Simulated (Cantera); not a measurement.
Input: 1 mol Si3N4, 0.15 mol CO2, 40 mol N2, held at 1.33 mbar.

These are equilibrium values from Cantera (NASA tables, ideal gas, pure condensed phases), not measurements of a reactor. Candidate condensed phases: C, Si, SiC, SiO2, Si2N2O, Si3N4; 34 gas species. Mutual solubility and eutectic melting of coexisting phases are not modelled. The tables' values for SiN are old estimates; treat these amounts as uncertain. Rates play no part.

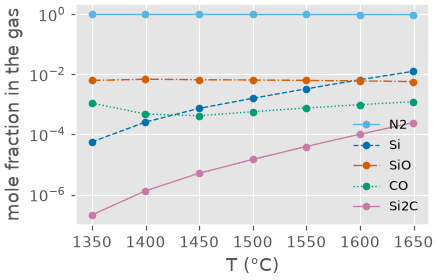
Figure: Equilibrium gas composition (values under 1e-9 drawn at 1e-9)

**Question.** Read off the mole fractions at 1450 °C.

**Answer.** N2 about 0.99, SiO about 0.0067, Si about 0.00074, CO about 0.00042, Si2C about 5.1e-6.
